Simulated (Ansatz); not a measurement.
# AlH7N2O (built from SMILES [H][H].[NH2][Al]([NH2])[OH]): search for a transition state, part 2 of 2

Ansatz 0.2.0, Gaussian basis; PBE0-D4. Earlier steps stand in the parts before.

## 7. Relaxing after a step of 0.30 Å one way along the mode

File downa/in.yaml:

```yaml
crystal:
  periodic: [false, false, false]
  atoms:
    - {symbol: Al, position_ang: [-0.234344, -0.144706, -0.031742]}
    - {symbol: O, position_ang: [-0.009064, 1.766144, -0.158658]}
    - {symbol: N, position_ang: [1.042157, -1.055793, -0.892332]}
    - {symbol: N, position_ang: [-0.612622, -0.495377, 1.666624]}
    - {symbol: H, position_ang: [-0.587146, 1.597570, -0.810808]}
    - {symbol: H, position_ang: [-1.375835, 0.387805, -1.137204]}
    - {symbol: H, position_ang: [0.804088, 2.120087, -0.577759]}
    - {symbol: H, position_ang: [1.704802, -1.691473, -0.475177]}
    - {symbol: H, position_ang: [1.016185, -1.185193, -1.901172]}
    - {symbol: H, position_ang: [-0.994961, 0.149520, 2.325085]}
    - {symbol: H, position_ang: [-0.753260, -1.448683, 1.993142]}
basis:
  gaussian: {orbitals: def2-TZVP}
hamiltonian: {xc: pbe0, dispersion: d4}
relax: {f_tol: 0.005, max_steps: 200}
```

Run with:

```sh
$ ansatz run in.yaml --threads 4 --pin off --events-out ev --progress --plain --max-ram 9574MiB
```

The log of the run, shortened:

```text
Functional definition: PBE0
  name "PBE0"
  cite "Adamo & Barone, J. Chem. Phys. 110, 6158 (1999) doi:10.1063/1.478522"
  cite "Perdew, Burke & Ernzerhof, Phys. Rev. Lett. 77, 3865 (1996) doi:10.1103/PhysRevLett.77.3865"
  parent pbe
[...]
1048 factors; their error is unknown
[...]
mean field -11733.39548657 eV, -431.1943309502 hartree, gradient 1.5e-5 eV, S^2 0.000000; 0 other end points of the search recorded, 0 dependent functions left out
[...]
reference -11733.39552050 eV, -431.1943321972 hartree; 21, 21 occupied and 151, 151 virtual orbitals, 1048 factors
relax step   1: F+E_penalty+E_count = -11733.54279410 eV  Δ(F+E_penalty+E_count) = +0.000e0 eV  max|allowed force component| = 5.322e0 eV/Å  Δτ_max = 0.0000 Å  (28 SCF iters, accepted)
[...]
Atom 1 at     0.294370     1.683029    -0.246494 Å, force    -0.001825     0.001102     0.000819 eV/Å
Atom 2 at     1.010573    -0.719893    -0.902551 Å, force     0.002061    -0.002442    -0.001172 eV/Å
Atom 3 at    -0.762064    -0.601375     1.635985 Å, force     0.003941    -0.000869    -0.002863 eV/Å
Atom 4 at    -0.151554     2.284087    -0.851602 Å, force     0.000861    -0.000162    -0.000467 eV/Å
Atom 5 at    -1.832431     0.047080    -0.987414 Å, force    -0.000988    -0.000589    -0.000161 eV/Å
Atom 6 at     1.018606     1.216034    -0.736424 Å, force    -0.000205    -0.000297    -0.000327 eV/Å
Atom 7 at     1.676560    -1.292705    -0.402814 Å, force    -0.000550    -0.000013    -0.000496 eV/Å
Atom 8 at     0.949456    -1.084986    -1.843066 Å, force     0.000210    -0.000030     0.000615 eV/Å
Atom 9 at    -1.623295    -0.472089     2.140256 Å, force     0.000375     0.000045    -0.001264 eV/Å
Atom 10 at    -0.038895    -0.897975     2.269679 Å, force    -0.002070    -0.000465     0.002603 eV/Å
Dipole moment:     0.295552     0.288747    -0.177958 e Å
```

It took 1.7 min on 4 threads of Intel Xeon at 2.50GHz, shared host.

Along the way: (the energy doesn't fall at every step)

| step | energy from step 1 (eV) | largest force component (eV/Å) |
| --- | --- | --- |
| 1 | 0.0000 | 5.3223 |
| 2 | -0.4737 | 0.6659 |
| 3 | -0.5503 | 0.5393 |
| 4 | -0.6074 | 0.7296 |
| 5 | -0.6520 | 0.3492 |
| 6 | -0.6780 | 0.2377 |
| 7 | -0.6916 | 0.1505 |
| 8 | -0.7037 | 0.2705 |
| 9 | -0.7108 | 0.2798 |
| 10 | -0.7208 | 0.7900 |
| 11 | -0.7296 | 0.3512 |
| 12 | -0.7466 | 0.2292 |
| 13 | -0.7563 | 0.1539 |
| 14 | -0.7633 | 0.2966 |
| 15 | -0.7681 | 0.2264 |
| 16 | -0.7692 | 0.1960 |
| 17 | -0.7392 | 1.1240 |
| 18 | -0.7737 | 0.0391 |
| 19 | -0.7737 | 0.0931 |
| 20 | -0.7743 | 0.0140 |
| 21 | -0.7746 | 0.0297 |
| 22 | -0.7747 | 0.0171 |
| 23 | -0.7747 | 0.0193 |
| 24 | -0.7748 | 0.0039 |

Close pairs (by a distance rule), those that changed most:

| bond | before (Å) | after (Å) | change (Å) |
| --- | --- | --- | --- |
| Al1–H5 | 1.941 | 2.595 | +0.654 |
| Al1–O2 | 1.928 | 2.032 | +0.104 |
| Al1–H6 | 1.676 | 1.594 | -0.082 |
| O2–H5 | 0.888 | 0.962 | +0.075 |
| Al1–N3 | 1.789 | 1.845 | +0.056 |
| N4–H11 | 1.017 | 1.006 | -0.011 |
| O2–H7 | 0.981 | 0.991 | +0.010 |
| N4–H10 | 0.998 | 1.006 | +0.009 |

## 8. Relaxing after a step of 0.30 Å the other way along the mode

File downb/in.yaml:

```yaml
crystal:
  periodic: [false, false, false]
  atoms:
    - {symbol: Al, position_ang: [-0.024129, 0.018673, 0.061080]}
    - {symbol: O, position_ang: [0.128859, 1.814104, -0.072514]}
    - {symbol: N, position_ang: [1.017547, -1.048597, -0.899925]}
    - {symbol: N, position_ang: [-0.632764, -0.510532, 1.644959]}
    - {symbol: H, position_ang: [-0.966222, 1.150939, -0.940511]}
    - {symbol: H, position_ang: [-1.320420, 0.602354, -1.180531]}
    - {symbol: H, position_ang: [0.880318, 2.141825, -0.543629]}
    - {symbol: H, position_ang: [1.635375, -1.718935, -0.476447]}
    - {symbol: H, position_ang: [1.029400, -1.156859, -1.889261]}
    - {symbol: H, position_ang: [-0.987526, 0.149776, 2.329847]}
    - {symbol: H, position_ang: [-0.760437, -1.442848, 1.966932]}
basis:
  gaussian: {orbitals: def2-TZVP}
hamiltonian: {xc: pbe0, dispersion: d4}
relax: {f_tol: 0.005, max_steps: 200}
```

Run with:

```sh
$ ansatz run in.yaml --threads 4 --pin off --events-out ev --progress --plain --max-ram 9574MiB
```

The log of the run:

```text
[... 5 set-up lines as earlier in the session ...]
  parameter a = 0.25
  parameter kappa = 0.804
  parameter beta = 0.06672455060314922
  exchange = (1 - a)*pbe_x(kappa = kappa, mu = beta*pi^2/3) + a*exact_x
  correlation = pbe_c(beta = beta)
1048 factors; their error is unknown
mean field evaluation 1: about -11716.2150 eV, gradient 1.0e2 eV
mean field evaluation 2: about -11690.8273 eV, gradient 1.4e2 eV
mean field evaluation 4: about -11733.4466 eV, gradient 9.3e0 eV
mean field evaluation 8: about -11733.6018 eV, gradient 9.8e-2 eV
mean field evaluation 16: about -11733.6201 eV, gradient 1.9e-5 eV
mean field -11733.62012450 eV, -431.2025862419 hartree, gradient 1.9e-5 eV, S^2 0.000000; 0 other end points of the search recorded, 0 dependent functions left out
the calculation of the forces begins
reference -11733.62015863 eV, -431.2025874963 hartree; 21, 21 occupied and 151, 151 virtual orbitals, 1048 factors
relax step   1: F+E_penalty+E_count = -11733.76951542 eV  Δ(F+E_penalty+E_count) = +0.000e0 eV  max|allowed force component| = 3.480e0 eV/Å  Δτ_max = 0.0000 Å  (27 SCF iters, accepted)
these checks for a lower state are left out or cut short: starts, cluster_reference, orbital_swaps, neighbouring_geometries, increment
1048 factors; their error is unknown
mean field -11734.13722079 eV, -431.2215891803 hartree, gradient 1.4e-5 eV, S^2 0.000000; 0 other end points of the search recorded, 0 dependent functions left out
the calculation of the forces begins
reference -11734.13725486 eV, -431.2215904322 hartree; 21, 21 occupied and 151, 151 virtual orbitals, 1048 factors
relax step   2: F+E_penalty+E_count = -11734.28659371 eV  Δ(F+E_penalty+E_count) = -5.171e-1 eV  max|allowed force component| = 7.233e-1 eV/Å  Δτ_max = 0.1942 Å  (30 SCF iters, accepted)
these checks for a lower state are left out or cut short: starts, cluster_reference, orbital_swaps, neighbouring_geometries, increment
1048 factors; their error is unknown
mean field -11734.35635644 eV, -431.2296422668 hartree, gradient 2.4e-5 eV, S^2 0.000000; 0 other end points of the search recorded, 0 dependent functions left out
the calculation of the forces begins
reference -11734.35639024 eV, -431.2296435087 hartree; 21, 21 occupied and 151, 151 virtual orbitals, 1048 factors
relax step   3: F+E_penalty+E_count = -11734.50639427 eV  Δ(F+E_penalty+E_count) = -2.198e-1 eV  max|allowed force component| = 1.083e0 eV/Å  Δτ_max = 0.1752 Å  (30 SCF iters, accepted)
[... from here on, the SCF cycles and remarks between the steps are left out ...]
relax step   4: F+E_penalty+E_count = -11734.66070545 eV  Δ(F+E_penalty+E_count) = -1.543e-1 eV  max|allowed force component| = 4.096e-1 eV/Å  Δτ_max = 0.1996 Å  (30 SCF iters, accepted)
relax step   5: F+E_penalty+E_count = -11734.70413569 eV  Δ(F+E_penalty+E_count) = -4.343e-2 eV  max|allowed force component| = 3.924e-1 eV/Å  Δτ_max = 0.1998 Å  (36 SCF iters, accepted)
relax step   6: F+E_penalty+E_count = -11734.71324911 eV  Δ(F+E_penalty+E_count) = -9.113e-3 eV  max|allowed force component| = 5.714e-1 eV/Å  Δτ_max = 0.2000 Å  (29 SCF iters, accepted)
relax step   7: F+E_penalty+E_count = -11734.73720207 eV  Δ(F+E_penalty+E_count) = -2.395e-2 eV  max|allowed force component| = 3.167e-1 eV/Å  Δτ_max = 0.1615 Å  (29 SCF iters, accepted)
relax step   8: F+E_penalty+E_count = -11734.74640676 eV  Δ(F+E_penalty+E_count) = -9.205e-3 eV  max|allowed force component| = 3.080e-1 eV/Å  Δτ_max = 0.0732 Å  (30 SCF iters, accepted)
relax step   9: F+E_penalty+E_count = -11734.75088214 eV  Δ(F+E_penalty+E_count) = -4.475e-3 eV  max|allowed force component| = 6.645e-2 eV/Å  Δτ_max = 0.0973 Å  (29 SCF iters, accepted)
relax step  10: F+E_penalty+E_count = -11734.75162382 eV  Δ(F+E_penalty+E_count) = -7.417e-4 eV  max|allowed force component| = 5.610e-2 eV/Å  Δτ_max = 0.0232 Å  (31 SCF iters, accepted)
relax step  11: F+E_penalty+E_count = -11734.75183069 eV  Δ(F+E_penalty+E_count) = -2.069e-4 eV  max|allowed force component| = 4.236e-2 eV/Å  Δτ_max = 0.0228 Å  (31 SCF iters, accepted)
relax step  12: F+E_penalty+E_count = -11734.75197608 eV  Δ(F+E_penalty+E_count) = -1.454e-4 eV  max|allowed force component| = 4.442e-2 eV/Å  Δτ_max = 0.0445 Å  (31 SCF iters, accepted)
relax step  13: F+E_penalty+E_count = -11734.75212179 eV  Δ(F+E_penalty+E_count) = -1.457e-4 eV  max|allowed force component| = 1.088e-1 eV/Å  Δτ_max = 0.0352 Å  (31 SCF iters, accepted)
relax step  14: F+E_penalty+E_count = -11734.75254738 eV  Δ(F+E_penalty+E_count) = -4.256e-4 eV  max|allowed force component| = 2.072e-2 eV/Å  Δτ_max = 0.0259 Å  (31 SCF iters, accepted)
relax step  15: F+E_penalty+E_count = -11734.75266248 eV  Δ(F+E_penalty+E_count) = -1.151e-4 eV  max|allowed force component| = 9.313e-3 eV/Å  Δτ_max = 0.0350 Å  (31 SCF iters, accepted)
relax step  16: F+E_penalty+E_count = -11734.75251335 eV  Δ(F+E_penalty+E_count) = +1.491e-4 eV  max|allowed force component| = 1.491e-1 eV/Å  Δτ_max = 0.0431 Å  (31 SCF iters, rejected (line search))
relax step  17: F+E_penalty+E_count = -11734.75264260 eV  Δ(F+E_penalty+E_count) = +1.988e-5 eV  max|allowed force component| = 2.256e-2 eV/Å  Δτ_max = 0.0216 Å  (31 SCF iters, rejected (line search))
relax step  18: F+E_penalty+E_count = -11734.75279738 eV  Δ(F+E_penalty+E_count) = -1.349e-4 eV  max|allowed force component| = 7.872e-3 eV/Å  Δτ_max = 0.0103 Å  (32 SCF iters, accepted)
relax step  19: F+E_penalty+E_count = -11734.75235010 eV  Δ(F+E_penalty+E_count) = +4.473e-4 eV  max|allowed force component| = 1.867e-1 eV/Å  Δτ_max = 0.0552 Å  (31 SCF iters, rejected (line search))
relax step  20: F+E_penalty+E_count = -11734.75263574 eV  Δ(F+E_penalty+E_count) = +1.616e-4 eV  max|allowed force component| = 5.238e-2 eV/Å  Δτ_max = 0.0276 Å  (31 SCF iters, rejected (line search))
relax step  21: F+E_penalty+E_count = -11734.75289104 eV  Δ(F+E_penalty+E_count) = -9.365e-5 eV  max|allowed force component| = 5.539e-3 eV/Å  Δτ_max = 0.0138 Å  (32 SCF iters, accepted)
relax step  22: F+E_penalty+E_count = -11734.75270319 eV  Δ(F+E_penalty+E_count) = +1.878e-4 eV  max|allowed force component| = 1.559e-1 eV/Å  Δτ_max = 0.0488 Å  (31 SCF iters, rejected (line search))
relax step  23: F+E_penalty+E_count = -11734.75302299 eV  Δ(F+E_penalty+E_count) = -1.320e-4 eV  max|allowed force component| = 1.843e-2 eV/Å  Δτ_max = 0.0232 Å  (31 SCF iters, accepted)
relax step  24: F+E_penalty+E_count = -11734.75307705 eV  Δ(F+E_penalty+E_count) = -5.406e-5 eV  max|allowed force component| = 6.682e-2 eV/Å  Δτ_max = 0.0243 Å  (32 SCF iters, accepted)
relax step  25: F+E_penalty+E_count = -11734.75317808 eV  Δ(F+E_penalty+E_count) = -1.010e-4 eV  max|allowed force component| = 4.178e-2 eV/Å  Δτ_max = 0.0132 Å  (32 SCF iters, accepted)
relax step  26: F+E_penalty+E_count = -11734.75332294 eV  Δ(F+E_penalty+E_count) = -1.449e-4 eV  max|allowed force component| = 1.135e-2 eV/Å  Δτ_max = 0.0252 Å  (31 SCF iters, accepted)
relax step  27: F+E_penalty+E_count = -11734.75314773 eV  Δ(F+E_penalty+E_count) = +1.752e-4 eV  max|allowed force component| = 1.131e-1 eV/Å  Δτ_max = 0.0583 Å  (31 SCF iters, rejected (line search))
relax step  28: F+E_penalty+E_count = -11734.75285747 eV  Δ(F+E_penalty+E_count) = +4.655e-4 eV  max|allowed force component| = 1.053e-1 eV/Å  Δτ_max = 0.0226 Å  (30 SCF iters, rejected (line search))
relax step  29: F+E_penalty+E_count = -11734.75337933 eV  Δ(F+E_penalty+E_count) = -5.638e-5 eV  max|allowed force component| = 3.824e-3 eV/Å  Δτ_max = 0.0113 Å  (32 SCF iters, accepted)
relax step  30: F+E_penalty+E_count = -11734.75341504 eV  Δ(F+E_penalty+E_count) = -3.571e-5 eV  max|allowed force component| = 5.413e-2 eV/Å  Δτ_max = 0.0413 Å  (31 SCF iters, accepted)
relax step  31: F+E_penalty+E_count = -11734.75347408 eV  Δ(F+E_penalty+E_count) = -5.904e-5 eV  max|allowed force component| = 1.245e-2 eV/Å  Δτ_max = 0.0049 Å  (32 SCF iters, accepted)
relax step  32: F+E_penalty+E_count = -11734.75347454 eV  Δ(F+E_penalty+E_count) = -4.650e-7 eV  max|allowed force component| = 1.375e-2 eV/Å  Δτ_max = 0.0049 Å  (32 SCF iters, accepted)
relax step  33: F+E_penalty+E_count = -11734.75349507 eV  Δ(F+E_penalty+E_count) = -2.053e-5 eV  max|allowed force component| = 5.234e-3 eV/Å  Δτ_max = 0.0114 Å  (32 SCF iters, accepted)
relax step  34: F+E_penalty+E_count = -11734.75350131 eV  Δ(F+E_penalty+E_count) = -6.245e-6 eV  max|allowed force component| = 1.356e-2 eV/Å  Δτ_max = 0.0175 Å  (32 SCF iters, accepted)
relax step  35: F+E_penalty+E_count = -11734.75351284 eV  Δ(F+E_penalty+E_count) = -1.153e-5 eV  max|allowed force component| = 5.890e-3 eV/Å  Δτ_max = 0.0024 Å  (23 SCF iters, accepted)
these checks for a lower state are left out or cut short: starts, cluster_reference, orbital_swaps, neighbouring_geometries, increment
1048 factors; their error is unknown
mean field evaluation 256: about -11734.5849 eV, gradient 3.7e-1 eV
mean field -11734.60576480 eV, -431.2388078548 hartree, gradient 1.2e-5 eV, S^2 0.000000; 0 other end points of the search recorded, 0 dependent functions left out
the calculation of the forces begins
reference -11734.60579889 eV, -431.2388091076 hartree; 21, 21 occupied and 151, 151 virtual orbitals, 1048 factors
relax step  36: F+E_penalty+E_count = -11734.75351670 eV  Δ(F+E_penalty+E_count) = -3.860e-6 eV  max|allowed force component| = 1.768e-3 eV/Å  Δτ_max = 0.0043 Å  (32 SCF iters, accepted)
1048 factors; their error is unknown
mean field -11734.60576480 eV, -431.2388078548 hartree, gradient 5.8e-5 eV, S^2 0.000000; 1 other end points of the search recorded, 0 dependent functions left out
the calculation of the forces begins
reference -11734.60579889 eV, -431.2388091076 hartree; 21, 21 occupied and 151, 151 virtual orbitals, 1048 factors
Total energy: -11734.75355079 eV, -431.2442388900 hartree
Atom 0 at     0.379794     0.158593     0.319409 Å, force    -0.001033     0.001215     0.001769 eV/Å
Atom 1 at     0.627755     1.834468     0.197196 Å, force     0.001255    -0.000867    -0.000575 eV/Å
Atom 2 at     1.051428    -0.986622    -0.851261 Å, force     0.000526    -0.000373    -0.000766 eV/Å
Atom 3 at    -0.539019    -0.399823     1.716917 Å, force     0.000272    -0.000287    -0.001106 eV/Å
Atom 4 at    -1.943139     0.785440    -1.218743 Å, force    -0.000133    -0.000178    -0.000050 eV/Å
Atom 5 at    -1.627434     0.218699    -1.592619 Å, force    -0.000030     0.000286     0.000092 eV/Å
Atom 6 at     1.144768     2.254586    -0.485270 Å, force    -0.000593     0.000271    -0.000185 eV/Å
Atom 7 at     0.988819    -1.988081    -0.775409 Å, force     0.000097     0.000190     0.000225 eV/Å
Atom 8 at     1.595880    -0.737266    -1.659426 Å, force    -0.000019    -0.000081     0.000038 eV/Å
Atom 9 at    -0.906778     0.214909     2.423210 Å, force    -0.000164    -0.000180     0.000303 eV/Å
Atom 10 at    -0.772074    -1.355003     1.925995 Å, force    -0.000178     0.000003     0.000256 eV/Å
Dipole moment:     0.080326    -0.231315    -0.215187 e Å
```

It took 2.4 min on 4 threads of Intel Xeon at 2.50GHz, shared host.

The steps of the relaxation: (not every step is listed)

| step | energy from step 1 (eV) | largest force component (eV/Å) |
| --- | --- | --- |
| 1 | 0.0000 | 3.4801 |
| 2 | -0.5171 | 0.7233 |
| 3 | -0.7369 | 1.0830 |
| 4 | -0.8912 | 0.4096 |
| 5 | -0.9346 | 0.3924 |
| 6 | -0.9437 | 0.5714 |
| 7 | -0.9677 | 0.3167 |
| 8 | -0.9769 | 0.3080 |
| 9 | -0.9814 | 0.0665 |
| 11 | -0.9823 | 0.0424 |
| 13 | -0.9826 | 0.1088 |
| 15 | -0.9831 | 0.0093 |
| 17 | -0.9831 | 0.0226 |
| 19 | -0.9828 | 0.1867 |
| 21 | -0.9834 | 0.0055 |
| 23 | -0.9835 | 0.0184 |
| 25 | -0.9837 | 0.0418 |
| 27 | -0.9836 | 0.1131 |
| 29 | -0.9839 | 0.0038 |
| 31 | -0.9840 | 0.0124 |
| 32 | -0.9840 | 0.0137 |
| 33 | -0.9840 | 0.0052 |
| 34 | -0.9840 | 0.0136 |
| 35 | -0.9840 | 0.0059 |
| 36 | -0.9840 | 0.0018 |

Distances of close pairs at the start and the end, largest changes first:

| bond | before (Å) | after (Å) | change (Å) |
| --- | --- | --- | --- |
| Al1–H5 | 1.781 | 2.856 | +1.074 |
| Al1–H6 | 1.887 | 2.773 | +0.885 |
| Al1–O2 | 1.807 | 1.699 | -0.108 |
| H5–H6 | 0.696 | 0.749 | +0.053 |
| Al1–N4 | 1.777 | 1.763 | -0.014 |
| N4–H11 | 0.995 | 1.005 | +0.011 |
| N3–H9 | 0.995 | 1.006 | +0.011 |
| N4–H10 | 1.015 | 1.006 | -0.009 |

## 9. The three structures

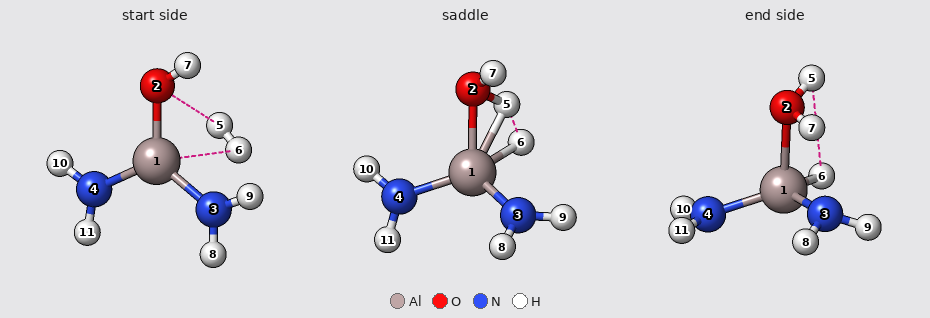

The minimum on the start side, the saddle and the minimum on the end side; broken lines join the pairs that change, where they aren't drawn as bonds.

| pair | start side (Å) | saddle (Å) | end side (Å) |
| --- | --- | --- | --- |
| Al1–H6 | 2.773 | 1.782 | 1.594 |
| O2–H5 | 3.117 | 1.204 | 0.962 |
| Al1–O2 | 1.699 | 1.867 | 2.032 |
| H5–H6 | 0.749 | 1.086 | 2.801 |

## 10. Outcome

The summary covers parts 1 to 2.

| quantity | value |
| --- | --- |
| imaginary mode | 1149i cm⁻¹ |
| barrier from the start side | 1.042 eV |
| barrier from the end side | 0.607 eV |
| energy of the step | +0.436 eV |
| pairs that change | Al1–H6 formed, O2–H5 formed, Al1–O2 loosened, H5–H6 broken |
| zero-point energy at the saddle | 2.156 eV |

One imaginary mode, 1149i cm⁻¹, makes this a first-order saddle. The two relaxations end on the structures that were planned. A bond meant to break is only loosened at the end: the products stay bound as an adduct. At PBE0-D4/def2-TZVP the electronic barrier is 1.042 eV, about 41 kT at 298 K, and the step runs 0.436 eV uphill. The barrier is thin enough for tunnelling; the leading (Wigner) term alone is a factor of 2.3 at 298 K. A step off the saddle overshot and began above it in energy, so the link to its end is likely but not proven. Lower complexes than these ends may exist.
